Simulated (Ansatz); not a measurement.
## The perfect W wire along [110], 23 atoms a period

Aim: is the W wire along [110], 23 atoms a period a metal or a semiconductor?

Calculated with Ansatz 0.2.0; DFT PBE, plane waves, PAW; relaxation of a wire's period; PAW set soft_1, in the first sound run; inputs show where later runs differ.

## (1) The starting structure

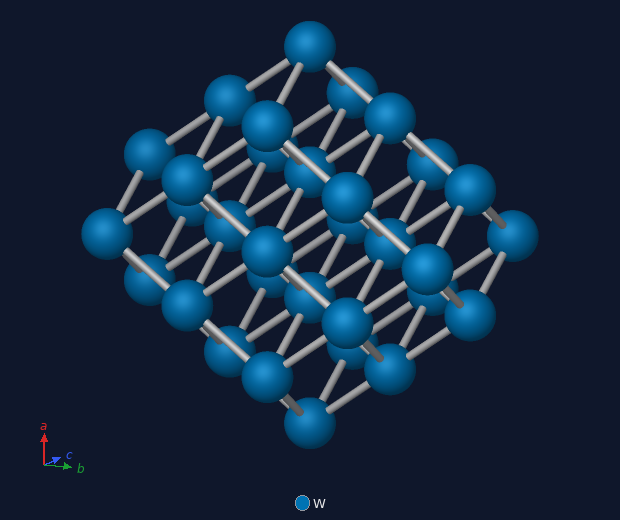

The cell as given, at a slant to the c axis (tungsten blue). Some periodic images of atoms are drawn too.

The cell holds 23 atoms: 23 W. Its edges and angles: a = 16.310 Å, b = 15.766 Å, c = 4.483 Å, α = 90.0°, β = 90.0°, γ = 90.0°. Vacuum lies along a and b. The structure's axis is c.

## (2) Relaxation of atoms and period

Band widths follow the bond lengths, so the wire is relaxed first. The atoms and the third cell vector are free; the box across stays fixed as vacuum. A Fermi-Dirac smearing is set since the result may be a metal. The pressure printed is a third of the stress's trace over the whole box, vacuum included; only the stress along the axis is relaxed.

input.yaml

```yaml
crystal:
  lattice:
    - [16.31, 0.0, 0.0]
    - [0.0, 15.766, 0.0]
    - [0.0, 0.0, 4.4830569927]
  atoms:
    - { symbol: W, position: [0.305640711, 0.500003615, 0.0] }
    - { symbol: W, position: [0.402820356, 0.642178453, 0.0] }
    - { symbol: W, position: [0.5, 0.500003615, 0.0] }
    - { symbol: W, position: [0.5, 0.784353291, 0.0] }
    - { symbol: W, position: [0.597179644, 0.642178453, 0.0] }
    - { symbol: W, position: [0.694359289, 0.500003615, 0.0] }
    - { symbol: W, position: [0.208461067, 0.500003615, 0.5] }
    - { symbol: W, position: [0.305640711, 0.357828777, 0.5] }
    - { symbol: W, position: [0.305640711, 0.642178453, 0.5] }
    - { symbol: W, position: [0.402820356, 0.215653939, 0.5] }
    - { symbol: W, position: [0.402820356, 0.500003615, 0.5] }
    - { symbol: W, position: [0.402820356, 0.784353291, 0.5] }
    - { symbol: W, position: [0.5, 0.357828777, 0.5] }
    - { symbol: W, position: [0.5, 0.642178453, 0.5] }
    - { symbol: W, position: [0.597179644, 0.215653939, 0.5] }
    - { symbol: W, position: [0.597179644, 0.500003615, 0.5] }
    - { symbol: W, position: [0.597179644, 0.784353291, 0.5] }
    - { symbol: W, position: [0.694359289, 0.357828777, 0.5] }
    - { symbol: W, position: [0.694359289, 0.642178453, 0.5] }
    - { symbol: W, position: [0.791538933, 0.500003615, 0.5] }
    - { symbol: W, position: [0.402820356, 0.357828777, 0.0] }
    - { symbol: W, position: [0.5, 0.215653939, 0.0] }
    - { symbol: W, position: [0.597179644, 0.357828777, 0.0] }
kpoints:
  mp_grid: { grid: [1, 1, 18] }
scf:
  occupations: { method: fermi_dirac, width: 0.05 }
hamiltonian:
  xc: pbe
  pseudopotentials: { kind: paw, azcp: { folder: soft_1 } }
relax:
  cell: { fix: [a, b, alpha, beta, gamma] }
  max_steps: 45
  f_tol: 0.03
```

Command:

```console
$ ansatz run input.yaml --threads 4 --pin off --max-ram 16384MiB --backend cpu --events-out ev --progress --plain --runs-dir out
```

Numbers of over 12 decimals in the logs are rounded to 6 here.

What it wrote:

```text
Engine: ansatz 0.2.0, aarch64-unknown-linux-gnu
Pseudopotentials: kind: paw
Pseudopotential: W, paw, valence charge 14, recommended cutoff 420 eV (normal), soft_1/W.paw.azcp
Functional definition: PBE
  parameter kappa = 0.804
  parameter beta = 0.066725
  exchange = pbe_x(kappa = kappa, mu = beta*pi^2/3)
  correlation = pbe_c(beta = beta)
Crystal: 23 atoms, lattice volume = 1152.789 Å³
Basis set: ecut = 420 eV, 22633 PW (Γ), exchange–correlation on 240×216×60 points (8 copies of the dense FFT grid, shifted against one another)
Bands: 194, of which v1, the nominal top of the filled ones, is band 161 counted from 1 (160 counted from 0)
Symmetry: 8 space group operations
Space group: Pmmm (ITA 47), of the structure as read, at distance tolerance 1.0e-4 Å
k-points: 10 of 18
Non-local potential: W, projectors of the file, l = 0: 3, l = 1: 2, l = 2: 2, l = 3: 1
PAW form: soft (Blöchl's): semilocal exchange-correlation on the pseudo side does not see the compensation charge
PAW one-centre angular grid: W, 590 points (default); XC on 64 Gauss nodes
Initial density: superposition of atomic densities (neutral atoms: chi_scale 0, normalization atom)
Initial wavefunctions: pseudopotential atomic-orbital guess
Functional: x = pbe(κ = 0.804, μ = 0.219515), c = pbe(β = 0.066725)
SCF iter   1: F=—  HF=-238858.225426 eV  |F-HF|=—  |Δ(HF+E_count)|=         —  Δρ=4.65e-2  dr2=1.88e2  ethr=3.10e-3  ⟨swp⟩=10.3  Hψ=9130  notcnv=0
preconditioner: auto → LDOS  [metal: Δε(μ)=0.004 eV  Ē_g=4.510 eV  σ=0.050 eV  W_gap=0.02  n_scr=218 (ndim 8)  ℏωp=12.8 eV  f_vac=0.519  D(μ)=36.32/eV (n_scr^D=256)  β→1.0]
SCF iter   2: F=—  HF=-238845.101418 eV  |F-HF|=—  |Δ(HF+E_count)|=    1.31e1  Δρ=3.69e-2  dr2=5.42e1  ethr=3.10e-3  ⟨swp⟩=5.7  Hψ=5511  notcnv=0  defer=23
SCF iter   3: F=—  HF=-238840.370441 eV  |F-HF|=—  |Δ(HF+E_count)|=    4.73e0  Δρ=1.08e-2  dr2=6.30e0  ethr=3.10e-3  ⟨swp⟩=4.4  Hψ=4704  notcnv=0  defer=27
SCF iter   4: F=—  HF=-238839.551364 eV  |F-HF|=—  |Δ(HF+E_count)|=   8.19e-1  Δρ=3.57e-3  dr2=1.04e0  ethr=1.96e-3  ⟨swp⟩=3.0  Hψ=2963  notcnv=0  defer=31
SCF iter   5: F=—  HF=-238839.472276 eV  |F-HF|=—  |Δ(HF+E_count)|=   7.91e-2  Δρ=2.25e-3  dr2=2.04e-1  ethr=3.23e-4  ⟨swp⟩=4.1  Hψ=3176  notcnv=0  defer=28
SCF iter   6: F=—  HF=-238839.456572 eV  |F-HF|=—  |Δ(HF+E_count)|=   1.57e-2  Δρ=8.04e-4  dr2=1.93e-2  ethr=6.34e-5  ⟨swp⟩=2.6  Hψ=3003  notcnv=0  defer=27
SCF iter   7: F=—  HF=-238839.455772 eV  |F-HF|=—  |Δ(HF+E_count)|=   8.00e-4  Δρ=3.17e-4  dr2=2.99e-3  ethr=5.99e-6  ⟨swp⟩=3.0  Hψ=2909  notcnv=0  defer=27
SCF iter   8: F=—  HF=-238839.455963 eV  |F-HF|=—  |Δ(HF+E_count)|=   1.91e-4  Δρ=1.57e-4  dr2=7.43e-4  ethr=9.29e-7  ⟨swp⟩=2.9  Hψ=2951  notcnv=0  defer=27
SCF iter   9: F=—  HF=-238839.456006 eV  |F-HF|=—  |Δ(HF+E_count)|=   4.22e-5  Δρ=5.12e-5  dr2=8.07e-5  ethr=2.31e-7  ⟨swp⟩=2.2  Hψ=2717  notcnv=0  defer=27
SCF iter  10: F=—  HF=-238839.456180 eV  |F-HF|=—  |Δ(HF+E_count)|=   1.74e-4  Δρ=2.40e-5  dr2=1.78e-5  ethr=2.51e-8  ⟨swp⟩=3.0  Hψ=2872  notcnv=0  defer=27
SCF iter  11: F=—  HF=-238839.456183 eV  |F-HF|=—  |Δ(HF+E_count)|=   3.42e-6  Δρ=8.28e-6  dr2=1.47e-6  ethr=5.51e-9  ⟨swp⟩=2.0  Hψ=2656  notcnv=0  defer=27
SCF iter  12: F=—  HF=-238839.456185 eV  |F-HF|=—  |Δ(HF+E_count)|=   1.23e-6  Δρ=3.45e-6  dr2=3.08e-7  ethr=4.56e-10  ⟨swp⟩=3.0  Hψ=3213  notcnv=0  defer=27
SCF iter  13: F=-238839.456185 eV  HF=-238839.456185 eV  |F-HF|=2.18e-8  |Δ(HF+E_count)|=   1.29e-7  Δρ=1.31e-6  dr2=5.75e-8  ethr=3.11e-11  ⟨swp⟩=5.1  Hψ=6375  notcnv=0
SCF 1 converged in 13 iterations: F = -238839.456185 eV  dr2 = 5.75e-8
  greatest PAW one-centre occupation: 0.999 electrons in one spin orbital (limit 2), on the W atom at site 15 (counted from 0), in its partial waves of l = 0
relax step   1: F+E_penalty+E_count = -238839.45618483 eV  Δ(F+E_penalty+E_count) = +0.000e0 eV  max|allowed force component| = 2.931e0 eV/Å  Δτ_max = 0.0000 Å  P = -6.139 GPa  Ω = 1152.789 Å³  fix = [a, b, alpha, beta, gamma]  reactions: a -5.247, b -6.346 GPa  (13 SCF iters, dr2 threshold 1.00e-7 eV, accepted)
Crystal: 23 atoms, lattice volume = 1118.554 Å³
Basis set: ecut = 420 eV, 21901 PW (Γ), exchange–correlation on 240×216×60 points (8 copies of the dense FFT grid, shifted against one another)
Initial density: handed on by an earlier stage of this run
Initial wavefunctions: those handed on with the density
iter 1 solved again at ethr=1.95e-3 eV; its pass at ethr=3.10e-3 eV (dr2=6.28e0 eV) is discarded
SCF iter   1: F=—  HF=-238843.353146 eV  |F-HF|=—  |Δ(HF+E_count)|=         —  Δρ=1.61e-2  dr2=6.45e0  ethr=1.95e-3  ⟨swp⟩=2.5  Hψ=11856  notcnv=0
preconditioner: auto → LDOS  [metal: Δε(μ)=0.012 eV  Ē_g=4.335 eV  σ=0.050 eV  W_gap=0.06  n_scr=218 (ndim 8)  ℏωp=13.0 eV  f_vac=0.550  D(μ)=28.25/eV (n_scr^D=190)  β→1.0]
SCF iter   2: F=—  HF=-238843.124759 eV  |F-HF|=—  |Δ(HF+E_count)|=   2.28e-1  Δρ=9.44e-3  dr2=3.69e0  ethr=1.95e-3  ⟨swp⟩=4.6  Hψ=3386  notcnv=0  defer=1
SCF iter   3: F=—  HF=-238842.517498 eV  |F-HF|=—  |Δ(HF+E_count)|=   6.07e-1  Δρ=2.48e-3  dr2=1.77e-1  ethr=1.15e-3  ⟨swp⟩=2.8  Hψ=3314  notcnv=0  defer=75
SCF iter   4: F=—  HF=-238842.488955 eV  |F-HF|=—  |Δ(HF+E_count)|=   2.85e-2  Δρ=7.39e-4  dr2=2.26e-2  ethr=5.51e-5  ⟨swp⟩=3.0  Hψ=3806  notcnv=0  defer=75
SCF iter   5: F=—  HF=-238842.489988 eV  |F-HF|=—  |Δ(HF+E_count)|=   1.03e-3  Δρ=2.46e-4  dr2=1.83e-3  ethr=7.03e-6  ⟨swp⟩=2.0  Hψ=2570  notcnv=0  defer=75
SCF iter   6: F=—  HF=-238842.490429 eV  |F-HF|=—  |Δ(HF+E_count)|=   4.40e-4  Δρ=8.48e-5  dr2=1.48e-4  ethr=5.68e-7  ⟨swp⟩=2.0  Hψ=2689  notcnv=0  defer=75
SCF iter   7: F=—  HF=-238842.490512 eV  |F-HF|=—  |Δ(HF+E_count)|=   8.36e-5  Δρ=2.70e-5  dr2=1.87e-5  ethr=4.60e-8  ⟨swp⟩=3.0  Hψ=2740  notcnv=0  defer=75
SCF iter   8: F=-238842.490515 eV  HF=-238842.490515 eV  |F-HF|=1.13e-7  |Δ(HF+E_count)|=   2.86e-6  Δρ=8.42e-6  dr2=1.52e-6  ethr=7.14e-10  ⟨swp⟩=4.0  Hψ=8026  notcnv=0
SCF 2 converged in 8 iterations: F = -238842.490515 eV  dr2 = 1.52e-6
  greatest PAW one-centre occupation: 0.999 electrons in one spin orbital (limit 2), on the W atom at site 21 (counted from 0), in its partial waves of l = 0
relax step   2: F+E_penalty+E_count = -238842.49051490 eV  Δ(F+E_penalty+E_count) = -3.034e0 eV  max|allowed force component| = 1.382e0 eV/Å  Δτ_max = 0.1950 Å  P = +0.928 GPa  Ω = 1118.554 Å³  energy of the carried Pulay correction = +5.488e-3 eV  fix = [a, b, alpha, beta, gamma]  reactions: a +1.783, b -0.204 GPa  (8 SCF iters, dr2 threshold 2.30e-6 eV, accepted)
Crystal: 23 atoms, lattice volume = 1109.366 Å³
[...]
relax step   5: F+E_penalty+E_count = -238842.87114114 eV  Δ(F+E_penalty+E_count) = +1.627e-2 eV  max|allowed force component| = 5.129e-1 eV/Å  Δτ_max = 0.0400 Å  P = -0.030 GPa  Ω = 1124.573 Å³  energy of the carried Pulay correction = +4.511e-3 eV  fix = [a, b, alpha, beta, gamma]  (8 SCF iters, dr2 threshold 2.30e-6 eV, rejected (line search))
[...]
relax step   6: F+E_penalty+E_count = -238842.90513651 eV  Δ(F+E_penalty+E_count) = -1.772e-2 eV  max|allowed force component| = 6.836e-2 eV/Å  Δτ_max = 0.0195 Å  P = -0.013 GPa  Ω = 1120.405 Å³  energy of the carried Pulay correction = +5.187e-3 eV  fix = [a, b, alpha, beta, gamma]  reactions: a -0.011, b -0.094 GPa  (12 SCF iters, accepted)
[...]
relax step   7: F+E_penalty+E_count = -238842.90670744 eV  Δ(F+E_penalty+E_count) = -1.571e-3 eV  max|allowed force component| = 2.756e-2 eV/Å  Δτ_max = 0.0047 Å  P = -0.032 GPa  Ω = 1121.165 Å³  energy of the carried Pulay correction = +5.063e-3 eV  fix = [a, b, alpha, beta, gamma]  reactions: a -0.029, b -0.070 GPa  (6 SCF iters, dr2 threshold 2.92e-7 eV, accepted)
Initial wavefunctions: pseudopotential atomic-orbital guess (no wavefunctions were taken with the density)
iter 1 solved again at ethr=4.98e-7 eV; its pass at ethr=3.10e-3 eV (dr2=1.60e-3 eV) is discarded
SCF iter   1: F=—  HF=-238842.901596 eV  |F-HF|=—  |Δ(HF+E_count)|=         —  Δρ=4.54e-5  dr2=3.18e-6  ethr=4.98e-7  ⟨swp⟩=5.2  Hψ=15210  notcnv=0
preconditioner: auto → LDOS  [metal: Δε(μ)=0.026 eV  Ē_g=4.216 eV  σ=0.050 eV  W_gap=0.13  n_scr=218 (ndim 8)  ℏωp=13.0 eV  f_vac=0.544  D(μ)=25.27/eV (n_scr^D=166)  β→1.0]
SCF iter   2: F=—  HF=-238842.901794 eV  |F-HF|=—  |Δ(HF+E_count)|=   1.98e-4  Δρ=5.13e-6  dr2=2.32e-7  ethr=9.86e-10  ⟨swp⟩=3.6  Hψ=4310  notcnv=0
SCF iter   3: F=—  HF=-238842.901794 eV  |F-HF|=—  |Δ(HF+E_count)|=   2.35e-8  Δρ=2.44e-6  dr2=1.61e-7  ethr=7.19e-11  ⟨swp⟩=3.0  Hψ=4061  notcnv=0
SCF iter   4: F=—  HF=-238842.901794 eV  |F-HF|=—  |Δ(HF+E_count)|=   1.77e-8  Δρ=7.70e-7  dr2=6.30e-9  ethr=4.99e-11  ⟨swp⟩=2.0  Hψ=2664  notcnv=0
SCF iter   5: F=—  HF=-238842.901794 eV  |F-HF|=—  |Δ(HF+E_count)|=   2.27e-9  Δρ=2.07e-7  dr2=1.01e-9  ethr=1.96e-12  ⟨swp⟩=3.8  Hψ=4577  notcnv=0
SCF iter   6: F=—  HF=-238842.901794 eV  |F-HF|=—  |Δ(HF+E_count)|=  2.04e-10  Δρ=8.73e-8  dr2=2.30e-10  ethr=1.00e-12  ⟨swp⟩=5.3  Hψ=7118  notcnv=0
SCF iter   7: F=-238842.901794 eV  HF=-238842.901794 eV  |F-HF|=1.16e-10  |Δ(HF+E_count)|=  5.82e-11  Δρ=3.44e-8  dr2=3.52e-11  ethr=1.00e-12  ⟨swp⟩=4.9  Hψ=5796  notcnv=0
SCF 8 converged in 7 iterations: F = -238842.901794 eV  dr2 = 3.52e-11
relax step   8: F+E_penalty+E_count = -238842.90179381 eV  Δ(F+E_penalty+E_count) = +4.914e-3 eV  max|allowed force component| = 2.732e-2 eV/Å  Δτ_max = 0.0000 Å  P = -0.032 GPa  Ω = 1121.165 Å³  fix = [a, b, alpha, beta, gamma]  reactions: a -0.027, b -0.069 GPa  stress off target by 1.26e-4 GPa on what of the cell is left free  SCF on the basis re-selected at this cell (its energy is not comparable with the rows above)  (7 SCF iters)
basis re-selected at this cell: Δ(F+E_penalty+E_count) = +4.914e-3 eV, ΔP = -0.000 GPa vs the last step (what re-selecting the basis moved, of the pressure what is left beyond the Pulay correction that the steps carried, after the strain that the cell walked since its last selection, with what the two solves' SCF thresholds leave and, on support functions, any second-order correction that the steps lacked; it is no m [...]
SCF converged after 7 iterations
Free energy (F): -238842.901794 eV
Harris-Foulkes:  -238842.901794 eV  (|F-HF|=1.16e-10)
Internal energy: -238842.688694 eV  (E = F + TS)
E sigma→0 (E₀):  -238842.795244 eV
Entropy (-TS):   -0.213100 eV (-9.265 meV/atom)
Fermi energy:    4.731494 eV
--- Per-component energies (eV) ---
  E_band       = -7575.167566
  E_kinetic    = 9691.066146
  E_local      = -187672.816795  (includes V_loc(G=0)·N_el)
  E_nonlocal   = -565.195977
  E_hartree    = 89998.306482
  E_xc         = -6127.625096
  E_vxc        = -5280.563080  (∫ρ·V_xc dr)
  E_paw        = -197294.725447  (= ΣΔE_a)
  E_vpaw       = -3744.274876  (= ΣTr[D̂ρ^β])
  E_aug_tail   = 0.003455  (compensation charges beyond the density's cutoff)
  E_ewald      = 53128.298538
  E_smearing   = -0.213100  (= −TS)
  E_closure    = -0.000000  (closes the sum)
  Σ components = -238842.901794   (vs F -238842.901794, Δ=0.00e0)
--- Forces (eV/Å), atoms counted from 1 ---
  atom   1  W     -0.00024169     0.00000000     0.00000000
  atom   2  W     -0.00198731     0.00870088     0.00000000
  atom   3  W     -0.00000000     0.00000000     0.00000000
  atom   4  W     -0.00000000     0.01205839     0.00000000
  atom   5  W      0.00198731     0.00870088    -0.00000000
  atom   6  W      0.00024169    -0.00000000    -0.00000000
  atom   7  W      0.01693370    -0.00000000    -0.00000000
  atom   8  W     -0.01446102    -0.00207037     0.00000000
  atom   9  W     -0.01446102     0.00207037     0.00000000
  atom  10  W      0.02732373     0.01010992    -0.00000000
  atom  11  W      0.02729174    -0.00000000    -0.00000000
  atom  12  W      0.02732373    -0.01010992    -0.00000000
  atom  13  W     -0.00000000     0.00188189    -0.00000000
  atom  14  W      0.00000000    -0.00188189     0.00000000
  atom  15  W     -0.02732373     0.01010992     0.00000000
  atom  16  W     -0.02729174     0.00000000     0.00000000
  atom  17  W     -0.02732373    -0.01010992     0.00000000
  atom  18  W      0.01446102    -0.00207037    -0.00000000
  atom  19  W      0.01446102     0.00207037    -0.00000000
  atom  20  W     -0.01693370     0.00000000     0.00000000
  atom  21  W     -0.00198731    -0.00870088     0.00000000
  atom  22  W      0.00000000    -0.01205839    -0.00000000
  atom  23  W      0.00198731    -0.00870088    -0.00000000
  max |Σ_I F_I| component: 4.77e-18 eV/Å
--- Stress (GPa, compression-positive) ---
       -0.027306       0.000000       0.000000
        0.000000      -0.068757      -0.000000
        0.000000      -0.000000      -0.000126
  P = ⅓ Tr σ = -0.0321 GPa (-0.321 kbar)
--- Relaxed structure (7 steps of the walk, 6 accepted, 1 SCFs on fresh bases) ---
  F+E_penalty+E_count = -238842.90179381 eV   max|allowed force component| = 2.732e-2 eV/Å   (the final SCF, on the basis selected at the relaxed cell)
  cell:  # Å, volume = 1121.1652 Å³
    - [16.31, 0, 0]
    - [0, 15.766, 0]
    - [0, 0, 4.360077]
  atoms:
    - { symbol: W, position: [0.298376, 0.500004, 0] }
    - { symbol: W, position: [0.401410, 0.643267, 2.125794813034335e-19] }
    - { symbol: W, position: [0.5, 0.500004, 0] }
    - { symbol: W, position: [0.5, 0.779153, -1.0151466829000803e-18] }
    - { symbol: W, position: [0.598590, 0.643267, 2.1257948130343333e-19] }
    - { symbol: W, position: [0.701624, 0.500004, 0] }
    - { symbol: W, position: [0.213622, 0.500004, 0.500000] }
    - { symbol: W, position: [0.308635, 0.367956, 0.500000] }
    - { symbol: W, position: [0.308635, 0.632052, 0.500000] }
    - { symbol: W, position: [0.406906, 0.228581, 0.500000] }
    - { symbol: W, position: [0.400655, 0.500004, 0.500000] }
    - { symbol: W, position: [0.406906, 0.771427, 0.500000] }
    - { symbol: W, position: [0.5, 0.355618, 0.500000] }
    - { symbol: W, position: [0.5, 0.644390, 0.500000] }
    - { symbol: W, position: [0.593094, 0.228581, 0.500000] }
    - { symbol: W, position: [0.599345, 0.500004, 0.500000] }
    - { symbol: W, position: [0.593094, 0.771427, 0.500000] }
    - { symbol: W, position: [0.691365, 0.367956, 0.500000] }
    - { symbol: W, position: [0.691365, 0.632052, 0.500000] }
    - { symbol: W, position: [0.786378, 0.500004, 0.500000] }
    - { symbol: W, position: [0.401410, 0.356740, -2.1257948130343333e-19] }
    - { symbol: W, position: [0.5, 0.220854, 1.0151466829000803e-18] }
    - { symbol: W, position: [0.598590, 0.356740, -2.125794813034334e-19] }
```

Elapsed: 9.2 min, on 4 threads of Arm Neoverse V1, shared host; peak memory 4.9 GiB.

[end of part 1 of 2]

[Logs are printed without paths, hosts, clocks, repeated set-up lines and the standing remarks that a program may print on its own settings, such as how far it seeks lower states.]

[Hosts, paths, dates, database ids (printed as entryN), source tags and the programs' standing remarks are cut or masked in the printed files.]
